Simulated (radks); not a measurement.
Run report: In, atomic calculation

System: the neutral indium atom in the configuration [Kr] 4d10 5s2 5p1 (5p1/2: 1).
Method: Dirac Kohn-Sham, PBE, spin-unpolarised, spherical densities, point nucleus (the in-house radial solver radks).

**The input**
```
Z 49
configuration [Kr] 4d4 4d6 5s2 5p1
relativity Dirac
functional pbe,pbe
spin unpolarised
j_filling energy
nucleus point
c 137.035999084
```

Energies in input and log are in hartree, lengths in bohr.

Hardware: 1 CPU thread, shared host.

**The program's output**
```
1s1/2   1   2.0000       -1019.30159910
2s1/2   1   2.0000        -152.57013337
2p1/2   1   2.0000        -142.27494393
2p3/2   1   4.0000        -134.52535885
3s1/2   1   2.0000         -28.94818105
3p1/2   1   2.0000         -24.79464653
3p3/2   1   4.0000         -23.39484958
3d3/2   1   4.0000         -16.05144754
3d5/2   1   6.0000         -15.76467363
4s1/2   1   2.0000          -4.38819840
4p1/2   1   2.0000          -3.03223672
4p3/2   1   4.0000          -2.78792671
4d3/2   1   4.0000          -0.69705536
4d5/2   1   6.0000          -0.66548515
5s1/2   1   2.0000          -0.29748354
5p1/2   1   1.0000          -0.09704713
5p3/2   1   0.0000          -0.08621035
Etot -5883.221783781462
Ekin 6182.088509407848
Encl -14277.628003730852
Eh 2372.242928912995
Exc -159.92521837145375
err 2.0858714821665485e-09
it 14
```

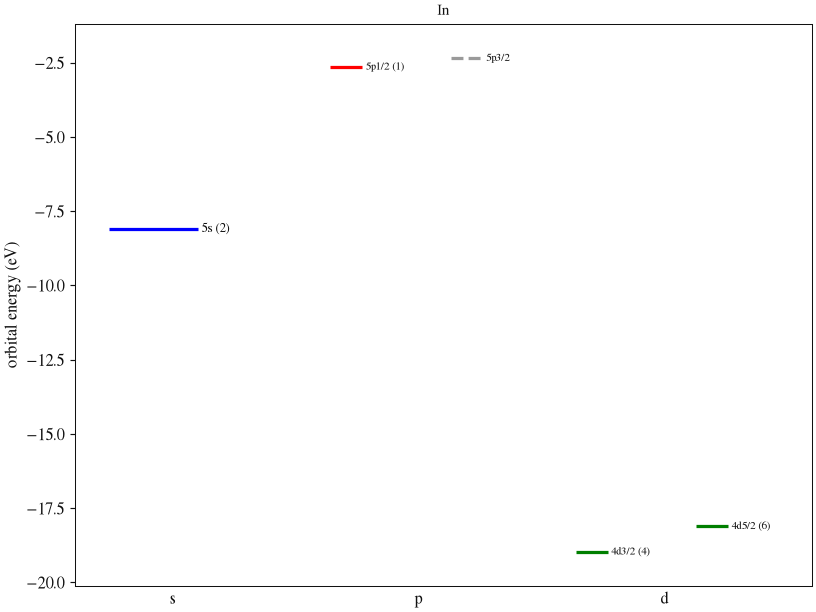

**Figure 1.** The outer levels are drawn by angular momentum (occupations in brackets, the lower j at the left of each column, empty levels dashed). The highest occupied level is 5p1/2 at −2.64 eV. From the top down the occupied levels run 5p1/2 (−2.64 eV), 5s (−8.09 eV), 4d5/2 (−18.1 eV), 4d3/2 (−19.0 eV). The lowest empty level drawn is 5p3/2 at −2.35 eV. Spin-orbit splittings: 5p 0.295 eV, 4d 0.859 eV.

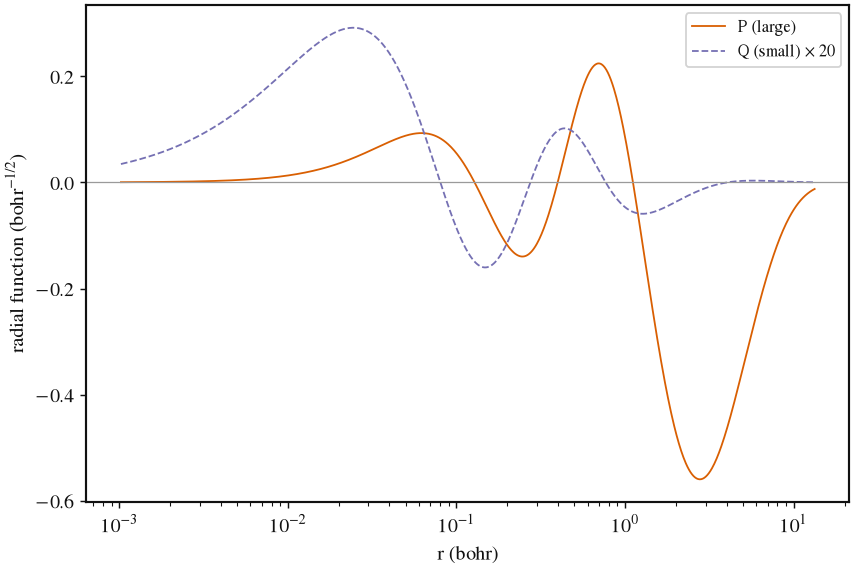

**Figure 2.** The large and small radial components of one occupied spinor. It is 5p1/2. The spinor has κ = 1: the large component has l = 1 and 3 radial nodes (r = 0.128, 0.398 and 1.11 bohr), the small one has l = 0. The small component carries 0.0029 % of the norm; ⟨r⟩ = 3.64 bohr and the eigenvalue is −2.64 eV. The nodes of P give n − l − 1 and its extent picks the shell; Q has as many nodes as P for κ < 0 and one more for κ > 0.

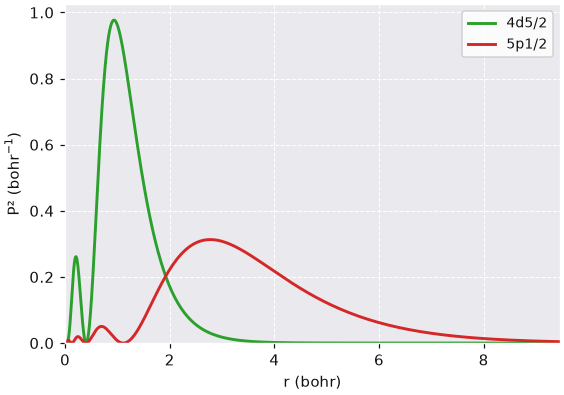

**Figure 3.** The radial probability densities P² (large components) of 4d5/2 and 5p1/2. 4d5/2: outer maximum at 0.936 bohr, ⟨r⟩ = 1.19 bohr, 1 node, eigenvalue −18.1 eV; 5p1/2: outer maximum at 2.78 bohr, ⟨r⟩ = 3.64 bohr, 3 nodes, eigenvalue −2.64 eV.

**Key numbers**

| quantity | value |
| --- | --- |
| outcome | converged |
| total energy | −5883.2218 hartree |
| kinetic energy | 6182.0885 hartree |
| electron–nucleus energy | −14277.6280 hartree |
| Hartree energy | 2372.2429 hartree |
| exchange–correlation energy | −159.925218 hartree |
| radius at density 0.001 e/bohr³ | 4.62 bohr |
| SCF iterations | 14 |
